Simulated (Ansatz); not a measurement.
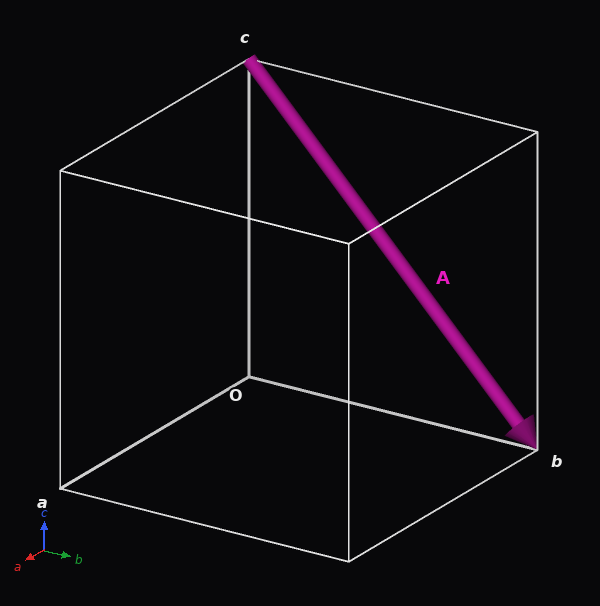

Crystal: TlPdCl3, coordinates from a relaxation with DFT PBE, scalar-relativistic, plane waves, PAW in Ansatz 0.2.0; the starting structure was generated, so it need not be a known form of this composition. The arrow starts at a corner of the unit cell and ends on its surface; where a tip isn't a corner, dashed lines run from it parallel to the axes. Geometry calculated from the standardised cell; symmetry tolerance 0.002 Å.

a = 5.357 Å, b = 5.357 Å, c = 5.357 Å, α = 90.00°, β = 90.00°, γ = 90.00°.

**Give [uvw] of the arrow.**

Arrow A runs from (0, 0, 1) to (0, 1, 0), so [0 1 −1].

**How long is the vector ua + vb + wc?**

7.577 Å.
